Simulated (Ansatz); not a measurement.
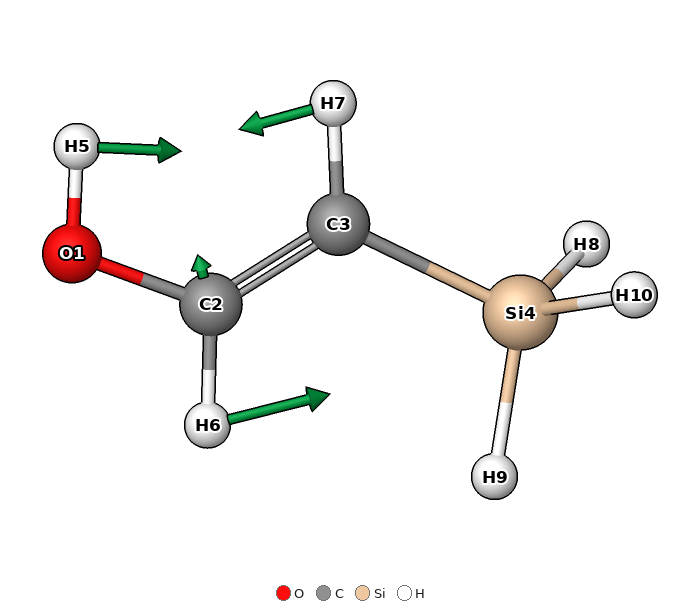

The arrows show one normal mode. Harmonic vibrations computed with RKS PBE0-D4/def2-TZVP (Ansatz 0.2.0) at a stationary point of the same level.

Question: Describe the motion.

Answer: Mostly angle bending.

Question: Estimate its harmonic wavenumber.

Answer: 1336 cm⁻¹; it is mode 16 of 24 counted from the lowest.
